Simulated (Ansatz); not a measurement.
# SiC, response to strain

The parent structure is SiC in the zinc blende structure (space group F-43m, No. 216).

```cif
data_C4Si4
_chemical_formula_sum 'C4 Si4'
_space_group_name_H-M_alt 'F-43m'
_space_group_IT_number 216
_space_group_name_Hall 'F -4 2 3'
_cell_length_a 4.37975
_cell_length_b 4.37975
_cell_length_c 4.37975
_cell_angle_alpha 90.000
_cell_angle_beta 90.000
_cell_angle_gamma 90.000
loop_
_atom_site_label
_atom_site_type_symbol
_atom_site_symmetry_multiplicity
_atom_site_Wyckoff_symbol
_atom_site_fract_x
_atom_site_fract_y
_atom_site_fract_z
_atom_site_occupancy
C1 C 4 c 0.25000 0.25000 0.25000 1
Si1 Si 4 a 0.00000 0.00000 0.00000 1
```
(The calculation used a cell of 2 atoms; values per cell refer to that cell.)

Strains are applied to the cell and any free atomic positions relax.

Level of theory: PBE, PAW, 420 eV (Ansatz, a program for electronic structure; no SOC).

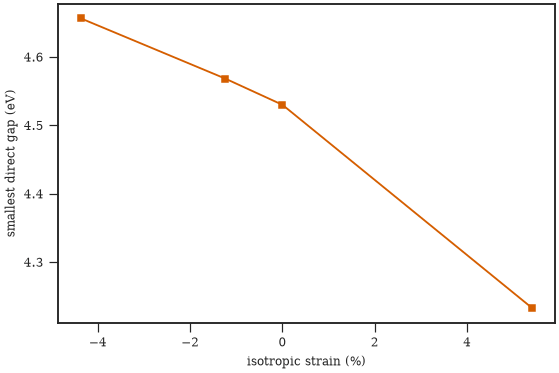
Fig. 1. Smallest direct gap against isotropic strain

```json
[
 {"isotropic strain (%)": "-4.37", "smallest direct gap": "4.66 eV"},
 {"isotropic strain (%)": "-1.24", "smallest direct gap": "4.57 eV"},
 {"isotropic strain (%)": "5.41", "smallest direct gap": "4.23 eV"}
]
```

Whether these cells are dynamically stable was not tested.
